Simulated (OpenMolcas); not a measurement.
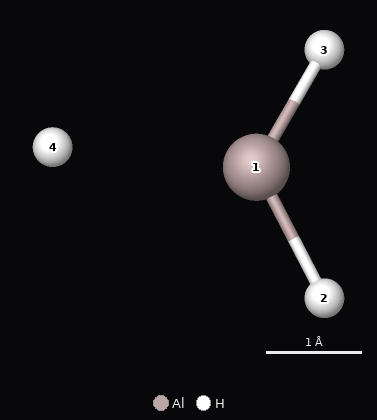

The input geometry (ball-and-stick view, seen at a tilt; atoms are numbered from 1 in the order of the input). Sticks mark near contacts. Bond lengths as drawn: Al–H 1.55 Å.

## Single-point calculation of AlH3

System: AlH3.
Method: CASSCF/3-21G (OpenMolcas 26.06).

A bond length was changed on purpose from its optimised value.

Input:
```
&GATEWAY
 BASLIB=$CurrDir
 COORD
 4
 angstrom
 Al       0.401419       0.664652      -0.002210
 H        1.954079       0.634152       0.012380
 H       -0.348381       2.024512      -0.021350
 H       -0.802830      -1.329300       0.004480
 BASIS=3-21G
 GROUP=NoSym

&SEWARD

&RASSCF
 FILEORB=$CurrDir/step1.ScfOrb
 SPIN=1
 NACTEL=6 0 0
 INACTIVE=5
 RAS2=7
 ORBLISTING=Nothing
 ORBAPPEAR=Compact
```

Run on 1 thread of Intel Xeon (Granite Rapids), 64 GiB of memory available, shared host.

Run as:
```bash
export MOLCAS_MEM=1860
pymolcas step2.input > step2.log
```

What the program printed:
```
--- Start Module: gateway ---

                                              &GATEWAY

                       available to each process: 1.9 GB of memory, 1 thread

 Basis Set     1 Label: AL.3-21G
 Basis set is read from library:.
 basistype.tbl is not found

 Basis Set     2 Label: H.3-21G
 Basis set is read from library:.
 basistype.tbl is not found

++    Symmetry information:
      ---------------------

                    Character Table for C1

                             E
                    a        1  x, y, xy, Rz, z, xz, Ry, yz, Rx, I
--

++    Basis set information:
      ----------------------

      Basis set label: AL.3-21G.........

      Electronic valence basis set:
      ------------------
      Associated Effective Charge  13.000000 au
      Associated Actual Charge     13.000000 au
      Nuclear Model: Point charge

      Shell  nPrim  nBasis  Cartesian Spherical Contaminant
         s       9       4        X
         p       6       3        X

      Basis set label: H.3-21G.........

      Electronic valence basis set:
      ------------------
      Associated Effective Charge   1.000000 au
      Associated Actual Charge      1.000000 au
      Nuclear Model: Point charge

      Shell  nPrim  nBasis  Cartesian Spherical Contaminant
         s       3       2        X
--

++    Molecular structure info:
      -------------------------

                    ************************************************
                    **** Cartesian Coordinates / bohr, angstrom ****
                    ************************************************

     Center  Label                x              y              z                     x              y              z
        1      AL1              0.758572       1.256010      -0.004176              0.401419       0.664652      -0.002210
        2      H2               3.692674       1.198374       0.023395              1.954079       0.634152       0.012380
        3      H3              -0.658345       3.825773      -0.040346             -0.348381       2.024512      -0.021350
        4      H4              -1.517129      -2.512013       0.008466             -0.802830      -1.329300       0.004480

                    ***************************************
                    *    InterNuclear Distances / bohr    *
                    ***************************************

               1 AL1           2 H2            3 H3            4 H4
    1 AL1      0.000000
    2 H2       2.934798        0.000000
    3 H3       2.934730        5.083174        0.000000
    4 H4       4.401928        6.396033        6.395891        0.000000

                    *******************************************
                    *    InterNuclear Distances / angstrom    *
                    *******************************************

               1 AL1           2 H2            3 H3            4 H4
    1 AL1      0.000000
    2 H2       1.553028        0.000000
    3 H3       1.552992        2.689900        0.000000
    4 H4       2.329400        3.384635        3.384560        0.000000

                    **************************************
                    *    Valence Bond Angles / degree    *
                    **************************************
                          Atom centers                 Phi
                      2 H2       1 AL1      3 H3       120.00
--

            Nuclear Potential Energy             12.32199116 au

--- Stop Module: gateway /rc=_RC_ALL_IS_WELL_ ---

--- Start Module: seward ---

                                              &SEWARD

                       available to each process: 1.9 GB of memory, 1 thread

               SEWARD will generate:
                  Multipole Moment integrals up to order  2
                  Kinetic Energy integrals
                  Nuclear Attraction integrals (point charge)
                  One-Electron Hamiltonian integrals
                  Velocity integrals
                  Orbital angular momentum around (  0.7331   1.2138  -0.0040 )
                  Velocity quadrupole around (  0.7331   1.2138  -0.0040 )
                  Two-Electron Repulsion integrals

                   Integrals are discarded if absolute value <: 1.00E-14
                   Integral cutoff threshold is set to       <: 1.00E-16

            Nuclear Potential Energy             12.32199116 au

      Basis set specifications :
      Symmetry species         a
      Basis functions           19

--- Stop Module: seward /rc=_RC_ALL_IS_WELL_ ---

--- Start Module: rasscf ---

                                              &RASSCF

                       available to each process: 1.9 GB of memory, 1 thread

      Header of the ONEINT file:
      --------------------------

      OrdInt status: non-squared

      Cartesian coordinates in angstrom:
      -----------------------------------------------------
      No.  Label        X            Y            Z
      -----------------------------------------------------
       1   AL1        0.40141900   0.66465200  -0.00221000
       2   H2         1.95407900   0.63415200   0.01238000
       3   H3        -0.34838100   2.02451200  -0.02135000
       4   H4        -0.80283000  -1.32930000   0.00448000
      -----------------------------------------------------
      Nuclear repulsion energy =   12.32199116

++    Wave function specifications:
      -----------------------------

      Number of closed shell electrons          10
      Number of electrons in active shells       6
      Max number of holes in RAS1 space          0
      Max nr of electrons in RAS3 space          0
      Number of inactive orbitals                5
      Number of active orbitals                  7
      Number of secondary orbitals               7
      Spin quantum number                      0.0
      State symmetry                             1
--

++    Orbital specifications:
      -----------------------

      Symmetry species                           1
                                                 a
      Frozen orbitals                            0
      Inactive orbitals                          5
      Active orbitals                            7
      RAS1 orbitals                              0
      RAS2 orbitals                              7
      RAS3 orbitals                              0
      Secondary orbitals                         7
      Deleted orbitals                           0
      Number of basis functions                 19
--

++    CI expansion specifications:
      ----------------------------

      Number of CSFs                           490
      Number of spin combinations              630
      Number of determinants                  1225
      Number of root(s) required                 1
      Root chosen for geometry opt.              1
      CI root used                               1

      highest root included in the CI            1
      max. size of the explicit Hamiltonian    200
--

++    Optimization specifications:
      ----------------------------

      RASSCF algorithm: Conventional
      Maximum number of macro iterations       200
      Maximum number of SX iterations          100
      Threshold for RASSCF energy            1.000E-08
      Threshold for max MO rotation          1.000E-01
      Threshold for max BLB element          1.000E-04
      Level shift parameter                  5.000E-01
      Make Quasi-Newton update
--

      The MO-coefficients are taken from the file:
      step1.ScfOrb
      Title: SCF orbitals

      Total molecular charge    0.00

      ************************************************************************************************************************
      *                                            Wave function control section                                             *
      ************************************************************************************************************************

                                         RASSCF iterations: Energy and convergence statistics
                                         ----------------------------------------------------

          iter iter root      energy       change     param      element    value   shift minimum  type update hh:mm:ss
 Nr of preliminary CI iterations:   3
        1   1   33    1  -242.24894370    0.00E+00   3.89E-01*   8  17 1  2.49E-02*  0.00   0.00    SX    NO    0:00:00
        2   4    7    1  -242.27841753   -2.95E-02*  1.17E-01*   8  17 1  1.74E-02*  0.00   0.00    SX    NO    0:00:00
        3   3    8    1  -242.28198441   -3.57E-03* -5.28E-02    8  17 1  4.22E-03*  0.00   0.00    SX    NO    0:00:00
        4   3    8    1  -242.28259952   -6.15E-04* -2.89E-02    6  13 1 -1.63E-03*  0.00   0.00    SX    NO    0:00:00
        5   3    7    1  -242.28273895   -1.39E-04* -2.76E-02    7  19 1 -1.25E-03*  0.00   2.05    LS   YES    0:00:00
        6   3    7    1  -242.28278774   -4.88E-05* -7.77E-03    7  19 1 -1.49E-03*  0.00   1.10    QN   YES    0:00:00
        7   3    7    1  -242.28279479   -7.04E-06* -6.27E-03    7  19 1 -5.35E-04*  0.00   1.82    LS   YES    0:00:00
        8   3    6    1  -242.28279656   -1.77E-06*  2.21E-03    7  19 1  2.35E-04*  0.00   1.01    QN   YES    0:00:00
        9   4    6    1  -242.28279715   -5.96E-07*  9.39E-04    7  19 1  1.88E-04*  0.00   1.43    LS   YES    0:00:00
       10   3    6    1  -242.28279721   -5.90E-08* -6.46E-04    7  19 1  1.68E-04*  0.00   1.01    QN   YES    0:00:00
       11   3    5    1  -242.28279726   -5.26E-08* -3.06E-04    7  19 1  5.62E-05   0.00   1.52    QN   YES    0:00:00
       12   3    4    1  -242.28279727   -7.78E-09  -2.36E-05    8  18 1 -5.64E-06   0.00   1.03    QN   YES    0:00:00
      Convergence after 12 iterations
       13   1    4    1  -242.28279727   -9.38E-11  -2.36E-05    7  19 1 -1.74E-06   0.00   1.03    QN   YES    0:00:00

      ************************************************************************************************************************
                                                      Wave function printout:
                       occupation of active orbitals, and spin coupling of open shells (u,d: Spin up or down)
      ************************************************************************************************************************

      Note: transformation to natural orbitals
      has been made, which may change the order of the CSFs.

      printout of CI-coefficients larger than  0.05 for root  1
      energy=    -242.282797
      conf/sym  1111111     Coeff  Weight
             1  2220000  -0.95973 0.92108
            16  2200200   0.22153 0.04908
            49  2020020   0.05003 0.00250
            53  2020002   0.06043 0.00365
            58  ud20ud0  -0.05482 0.00301
            62  ud200ud  -0.07597 0.00577

      Natural orbitals and occupation numbers for root  1
      sym 1:   1.976207   1.969800   1.892851   0.007255   0.110025   0.018295   0.025568

      ************************************************************************************************************************
      *                                                    Final results                                                     *
      ************************************************************************************************************************

++    Final optimization conditions:
      ------------------------------

      Average CI energy                            -242.28279727
      RASSCF energy for state  1                   -242.28279727
      Super-CI energy                                -0.00000000
      RASSCF energy change                            0.00000000
      Max change in MO coefficients               3.362E-05
      Max non-diagonal density matrix element    -2.356E-05
      Maximum BLB matrix element                 -1.742E-06
      (orbital pair   7,  19 in symmetry   1)
      Norm of electronic gradient            3.269E-06
--

      Final state energy(ies):
      ------------------------

::    RASSCF root number  1 Total energy:   -242.28279727
      Von Neumann Entropy (Root   1) =  0.51580

      Mulliken population analysis for root number:  1
      -----------------------------------------------

++    Molecular charges:
      ------------------

      Mulliken charges per centre
      ---------------------------

                AL1     H2      H3      H4
      Total   12.4623  1.2115  1.2116  1.1146

      N-E      0.5377 -0.2115 -0.2116 -0.1146

      Total electronic charge=   16.000000

      Total            charge=   -0.000000
--

      Expectation values of various properties for root number:  1
      -----------------------------------------------------------

++    Molecular properties:
      ---------------------

      Charge (e):
                      =   -0.0000
      Dipole Moment (debye):
      Origin of the operator (angstrom)=    0.3879    0.6423   -0.0021
                   X=  5.3574E-01               Y=  8.8705E-01               Z= -2.8600E-03           Total=  1.0363E+00
      Quadrupole Moment (debye*angstrom):
      Origin of the operator (angstrom)=    0.3879    0.6423   -0.0021
                  XX= -1.9677E+01              XY= -8.4492E-01              XZ= -5.7972E-02              YY= -2.0565E+01
                  YZ=  6.3691E-02              ZZ= -1.2585E+01
      In traceless form (debye*angstrom)
                  XX= -3.1021E+00              XY= -1.2674E+00              XZ= -8.6958E-02              YY= -4.4340E+00
                  YZ=  9.5536E-02              ZZ=  7.5361E+00
--

      Average orbitals are written to the RASORB file
      Natural orbitals for root   1 are written to the RASORB.1 file
      Spin density orbitals for root   1 are written to the SPDORB.1 file

--- Stop Module: rasscf /rc=_RC_ALL_IS_WELL_ ---

.##################.
.# Happy landing! #.
.##################.

    Timing: Wall=1.11 User=0.85 System=0.25
```

Summary:

```json
{"quantity": "outcome", "value": "converged"}
{"quantity": "total energy", "value": "−242.282797 hartree"}
{"quantity": "CASSCF energy", "value": "−242.282797 hartree"}
{"quantity": "basis functions", "value": "19"}
{"quantity": "wall time", "value": "1.3 s"}
{"quantity": "peak memory", "value": "0.37 GiB"}
```

Notes:

The record of the run, not the program, notes: an active orbital turned away from the chosen space.
